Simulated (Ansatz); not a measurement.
# Si2H5ClO2 (SMILES O[SiH2][SiH](O)Cl) at 5 levels

Aim: a comparison of 5 runs (HF/STO-3G, HF/3-21G, PBE0/cc-pVDZ, SVWN5/cc-pVDZ, CCSD(T)/cc-pVDZ) of Si2H5ClO2. 

The calculation is run with Ansatz 0.2.0.

45 further runs of the same task are left out: 45 set aside as unsound or not needed.

### Step 1. The system as given

Si2H5ClO2 has 10 atoms, charge 0, and is taken as a singlet. SMILES: `O[SiH2][SiH](O)Cl`. The O1–H6 distance was set to 1.728 Å, away from the relaxed value. At this shape a bond of the SMILES string is far longer than usual.

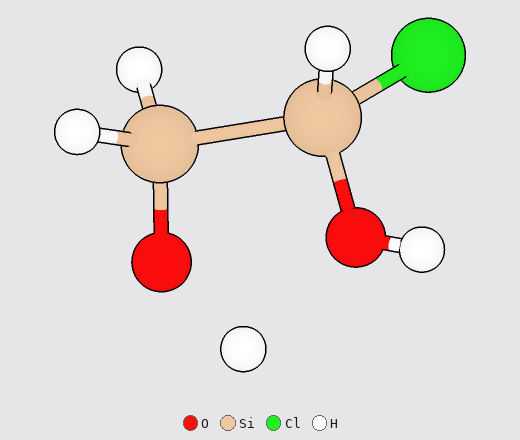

Viewed from a chosen angle; oxygen red, silicon light orange, chlorine green, hydrogen white.

### Step 2. A single-point energy at HF/STO-3G (run 1)

Contents of job.yaml:

```yaml
crystal:
  periodic: [false, false, false]
  atoms:
    - {symbol: O, position_ang: [-1.289120, 1.485080, 1.448360]}
    - {symbol: Si, position_ang: [-0.806520, 1.946680, -0.060140]}
    - {symbol: Si, position_ang: [-0.018020, 0.012080, -1.132840]}
    - {symbol: O, position_ang: [0.483280, -0.887720, 0.154460]}
    - {symbol: Cl, position_ang: [-1.522520, -0.976320, -2.146040]}
    - {symbol: H, position_ang: [-0.481100, 0.102500, 2.098700]}
    - {symbol: H, position_ang: [0.286880, 2.959480, -0.009240]}
    - {symbol: H, position_ang: [-1.970320, 2.545480, -0.757140]}
    - {symbol: H, position_ang: [1.071080, 0.168180, -2.131940]}
    - {symbol: H, position_ang: [0.839480, -1.764720, -0.002540]}
basis:
  gaussian: {orbitals: STO-3G}
hamiltonian: {xc: hf}
accuracy: high
output: {orbitals: {seedname: orbitals}}
```

Started as:

```sh
$ ansatz run job.yaml --threads 1 --pin off --max-ram 2610MiB --events-out events.jsonl --progress --plain --runs-dir runs
```

Output:

```text
Warning: RAYON_NUM_THREADS=1 ignored (pool sized by the plan → 1); use --threads N
Functional definition: HF
  name "HF"
  exchange = exact_x
  correlation = 0
872 factors; integrals over basis functions are off by at most 3.3e-8 eV
mean field evaluation 1: about -32001.6923 eV, gradient 3.5e1 eV
mean field evaluation 2: about -32001.7746 eV, gradient 3.5e1 eV
mean field evaluation 4: about -32007.4735 eV, gradient 2.9e0 eV
mean field evaluation 8: about -32007.5231 eV, gradient 2.6e-4 eV
mean field -32007.52307760 eV, -1176.2547776236 hartree, gradient 1.2e-8 eV, S^2 0.000000; 0 other end points of the search recorded, 0 dependent functions left out
reference -32007.52307760 eV, -1176.2547776236 hartree; 33, 33 occupied and 9, 9 virtual orbitals, 872 factors
Total energy: -32007.52307760 eV, -1176.2547776236 hartree
```

Run time: 0.59 s. Hardware: 1 thread of Arm Neoverse V2, shared host; peak memory 0.094 GiB.

### Step 3. A single-point energy at HF/3-21G (run 2)

Contents of run.yaml:

```yaml
crystal:
  periodic: [false, false, false]
  atoms:
    - symbol: O
      position_ang: [-1.289120, 1.485080, 1.448360]
    - symbol: Si
      position_ang: [-0.806520, 1.946680, -0.060140]
    - symbol: Si
      position_ang: [-0.018020, 0.012080, -1.132840]
    - symbol: O
      position_ang: [0.483280, -0.887720, 0.154460]
    - symbol: Cl
      position_ang: [-1.522520, -0.976320, -2.146040]
    - symbol: H
      position_ang: [-0.481100, 0.102500, 2.098700]
    - symbol: H
      position_ang: [0.286880, 2.959480, -0.009240]
    - symbol: H
      position_ang: [-1.970320, 2.545480, -0.757140]
    - symbol: H
      position_ang: [1.071080, 0.168180, -2.131940]
    - symbol: H
      position_ang: [0.839480, -1.764720, -0.002540]
basis:
  gaussian:
    orbitals: 3-21G.json
hamiltonian:
  xc: hf
accuracy: high
output: {orbitals: {seedname: orbitals}}
```

The basis set 3-21G is read from a file made from the Basis Set Exchange's data (not shown).

Started as:

```sh
$ ansatz run run.yaml --threads 1 --pin off --max-ram 2610MiB --events-out events.jsonl --progress --plain --runs-dir runs
```

Output:

```text
Warning: RAYON_NUM_THREADS=1 ignored (pool sized by the plan → 1); use --threads N
Functional definition: HF
  name "HF"
  exchange = exact_x
  correlation = 0
1525 factors; integrals over basis functions are off by at most 9.0e-9 eV
mean field evaluation 1: about -32207.9077 eV, gradient 4.7e1 eV
mean field evaluation 2: about -32208.2769 eV, gradient 4.8e1 eV
mean field evaluation 4: about -32213.6179 eV, gradient 4.5e0 eV
mean field evaluation 8: about -32213.7308 eV, gradient 6.3e-1 eV
mean field evaluation 16: about -32213.7339 eV, gradient 1.9e-8 eV
mean field -32213.73391812 eV, -1183.8328862379 hartree, gradient 2.0e-8 eV, S^2 0.000000; 0 other end points of the search recorded, 0 dependent functions left out
reference -32213.73391812 eV, -1183.8328862379 hartree; 33, 33 occupied and 34, 34 virtual orbitals, 1525 factors
Total energy: -32213.73391812 eV, -1183.8328862379 hartree
```

Wall time 1.2 s (1 thread of Arm Neoverse V2, shared host); peak memory 0.17 GiB.

Runs 3 to 4 aren't shown in full; the table further down has their settings and results.

### Step 4. A single-point energy at CCSD(T)/cc-pVDZ (run 5)

Edit job.yaml of step 2 so:

```diff
@@ -14,5 +14,5 @@
 basis:
-  gaussian: {orbitals: STO-3G}
-hamiltonian: {xc: hf}
+  gaussian: {orbitals: cc-pVDZ}
+correlation: {method: ccsd_t, frozen_orbitals: {Cl: 5, H: 0, O: 1, Si: 5}}
 accuracy: high
-output: {orbitals: {seedname: orbitals}}
+scf: {omitted_lower_state_checks: [cluster_reference, increment]}
```

Started as:

```sh
$ ansatz run job.yaml --threads 1 --pin off --max-ram 2610MiB --events-out events.jsonl --progress --plain --runs-dir runs
```

Output, cut to the lines that bear on the results:

```text
Warning: RAYON_NUM_THREADS=1 ignored (pool sized by the plan → 1); use --threads N
Functional definition: HF
  name "HF"
[...]
2484 factors; integrals over basis functions are off by at most 9.4e-9 eV
[...]
mean field -32380.59786097 eV, -1189.9650230333 hartree, gradient 2.5e-8 eV, S^2 0.000000; 0 other end points of the search recorded, 0 dependent functions left out; unrestricted orbitals would lower it
17 core orbitals not correlated: weight in the atoms' cores, before any rotation towards them, 1.000 or more for the frozen orbitals, at most 0.000 for the correlated occupied ones
reference -32380.59786097 eV, -1189.9650230333 hartree; 16, 16 occupied and 74, 74 virtual orbitals, 2484 factors
second order -19.90531155 eV of doubles, -0.00000000 eV of singles
cycle   1  -20.41343791 eV  change   -5.1e-1 eV  update   1.3e-1
[...]
cycle  33  -21.30021044 eV  change   -2.7e-9 eV  update   3.4e-9
perturbative correction -0.61599315 eV, -0.0226373309 hartree
Total energy: -32402.51406457 eV, -1190.7704286602 hartree
Checks for a lower state left out: cluster_reference, increment
```

Run time: 54 s. Hardware: 1 thread of Arm Neoverse V2, shared host; peak memory 0.77 GiB.

### Step 5. All runs side by side

```tsv
run	level	frozen core orbitals	energy (Eh)	HOMO energy (eV)	LUMO energy (eV)	HOMO–LUMO gap (eV)	wall time
1	HF/STO-3G	–	-1176.254778	-7.79	4.98	12.77	0.59 s
2	HF/3-21G	–	-1183.832886	-10.54	0.81	11.35	1.2 s
3	PBE0/cc-pVDZ	–	-1192.066392	-7.56	-3.53	4.03	14 s
4	SVWN5/cc-pVDZ	–	-1187.732787	-6.21	-4.44	1.78	7.2 s
5	CCSD(T)/cc-pVDZ	17	-1190.770429	–	–	–	54 s
```

### Step 6. What came out

| quantity | value |
| --- | --- |
| run 5: total energy | -1190.77043 Eh |
| run 5: correlation energy (17 core orbitals frozen) | -805.4 mEh |
| run 5: (T) correction | -22.64 mEh |
| run 5: T1 diagnostic | 0.018 |

Over runs 1, 2, 3, 4 the HOMO–LUMO gap runs from 1.78 eV (SVWN5/cc-pVDZ) to 12.77 eV (HF/STO-3G). The two ends differ in method and basis. Totals of different functionals can't be ranked against each other. In run 5 the log says that unrestricted orbitals would lower the reference, so the values rest on an unstable closed-shell determinant (other closed-shell runs at this shape may share the fault). In run 1 the basis is minimal, so the values are rough. In runs 1, 2, 3, 4, 5 a closed-shell determinant meets a far-stretched bond, which it describes badly. All runs together took 77 s, the longest 54 s.
